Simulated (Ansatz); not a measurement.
## Profile along the Te–Hg line in HgTe (zinc blende)

HgTe (zinc blende)

```
CELL_PARAMETERS angstrom
      0.00000     3.28640     3.28640
      3.28640     0.00000     3.28640
      3.28640     3.28640     0.00000
ATOMIC_POSITIONS crystal
  Te 0.75000 0.75000 0.75000
  Hg 0.00000 0.00000 0.00000
```

Fields along a shortest Te–Hg line of a {110} plane (2.85 Å), from Te to Hg, interpolated on the slice's grid (step about 0.2 Å). Calculation: r2SCAN (plane waves to 500 eV, PAW, scalar-relativistic; Ansatz, a program for electronic structure). k mesh 12×12×12. These are valence fields of a PAW run, semicore shells included where kept as valence: close to a nucleus they are smooth pseudo fields. At this level the bands of HgTe touch or barely overlap. HgTe was relaxed with its symmetry unable to fall. Spin-orbit coupling is left out, though Hg and Te are heavy.

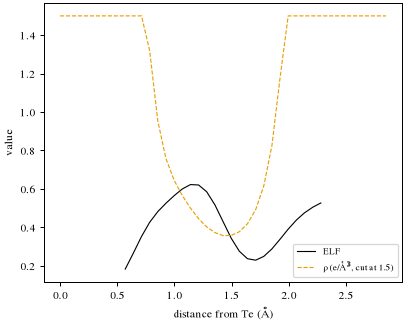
*ELF (away from the nuclei) and valence density from Te to Hg.*

Density on the Te–Hg line (2.85 Å) at its midpoint: 0.36 e/Å³. ELF at that point: 0.4. ELF maximum in the middle third of the Te–Hg line: 0.62, 1.1 Å from Te.
